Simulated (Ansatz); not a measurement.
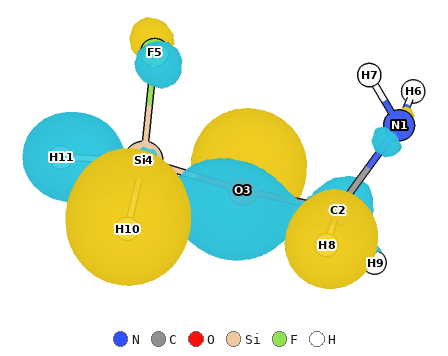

Figure. CH6FNOSi (SMILES NCO[SiH2]F). The HOMO−1 at ±0.15 Å⁻³ᐟ² (yellow and cyan are the two phases), seen across its widest extent.

Geometry: PBE0-D4/def2-TZVP.

Computed with Ansatz 0.2.0, RKS PBE0-D4/def2-TZVPP.

```xyz
11

N    -0.2908    1.3024   -1.2578
C    -0.6880   -0.0096   -0.8991
O    -0.6849   -0.2803    0.5120
Si    0.5949   -0.8310    1.3432
F     1.7474    0.2790    1.4102
H    -0.8847    2.0021   -0.8335
H     0.6689    1.4962   -1.0040
H    -0.0365   -0.7315   -1.4040
H    -1.7142   -0.1790   -1.2277
H     1.2077   -1.9973    0.6611
H     0.1453   -1.1081    2.7203
```

Question: Where does this orbital lie, and at what energy?

Answer: It lies mainly on O3 (about 40 %), Si4 (about 15 %), H10 (about 15 %), C2 (about 10 %), H8 (about 5 %) and H11 (about 5 %). Its energy is −8.95 eV.
